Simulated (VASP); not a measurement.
Band structure of CuCl (zinc blende). Method: AM05 GGA, VASP's PBE PAW potentials (set 64) (plane waves; VASP).

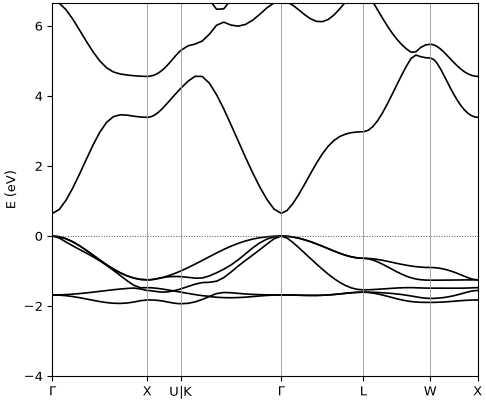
Figure. Bands along high-symmetry lines, zero at the valence-band maximum or, without a gap, the Fermi level

Q: Read the plot: is there a gap, and where are the band edges?

A: The gap is direct, 0.65 eV, from the valence maximum at Γ to the conduction minimum at Γ. (Edges off the drawn lines would not show.)

Measured: gap 3.39 eV at 2 K (computed value off by -2.74 eV), as given by arXiv:1206.3780.

The compound is CuCl in the zinc blende structure. It was relaxed first.
